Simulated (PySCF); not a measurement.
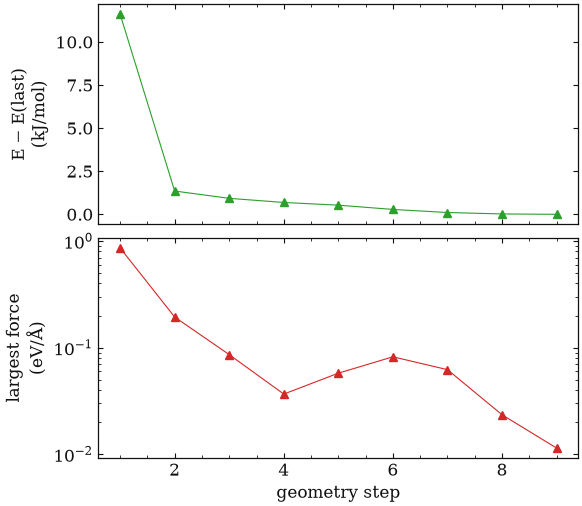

History of a geometry optimisation. C3H11NSi2 (SMILES N[Si@H]1CCC[SiH2]1); PySCF, PBE0-D3(BJ)/def2-SVP, geometry optimisation.

The optimisation met its thresholds at geometry 9, counting the start as the first. The energy fell by about 12 kJ/mol from the first step to the last. The largest force goes from about 0.86 eV/Å at the start to 0.011 eV/Å at the end.
